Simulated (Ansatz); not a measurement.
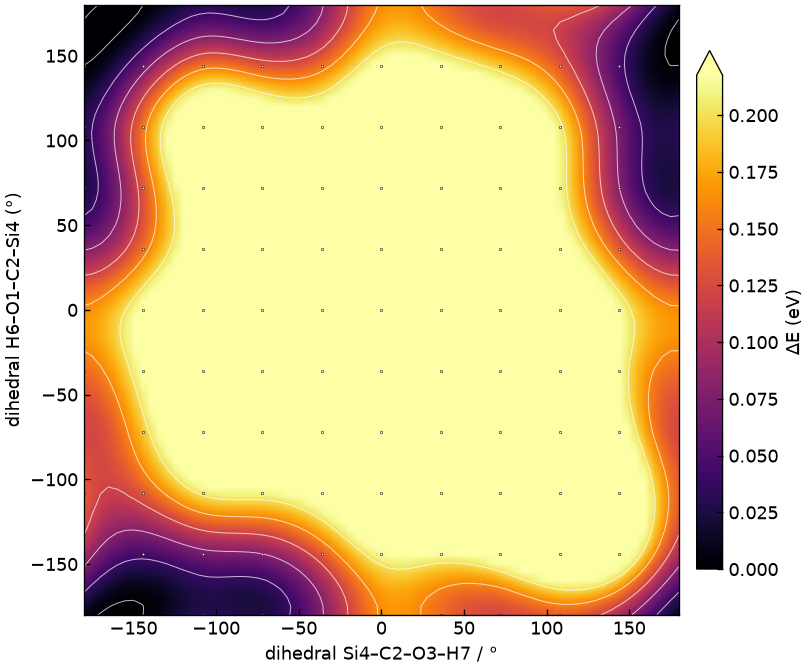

CH5ClO2Si, SMILES OC(O)([SiH3])Cl. The first coordinate is: dihedral Si4–C2–O3–H7; the second: dihedral H6–O1–C2–Si4. Nothing is relaxed (all other coordinates rigid). The grid has 10 × 10 points. All energies are given in eV relative to the lowest grid point. Method: RKS PBE0-D4/def2-SVP (Ansatz 0.2.0).

The picture shows a smooth colour map with a few white contour lines, dots at the grid points, one colour for all values above the top of the scale. Between grid points the surface is interpolated.

> Where is the minimum, and how stiff is the well along each coordinate?

The interpolated minimum is at dihedral Si4–C2–O3–H7 ≈ −168°, dihedral H6–O1–C2–Si4 ≈ −191°. The curvatures there are about 0.25 eV/rad² and 0.25 eV/rad², with a cross term of about −0.2 eV/rad². Round the minimum the valley is strongly tilted: raising dihedral Si4–C2–O3–H7 shifts the best value of dihedral H6–O1–C2–Si4 upwards (coupling k₁₂/√(k₁₁k₂₂) about −0.8).
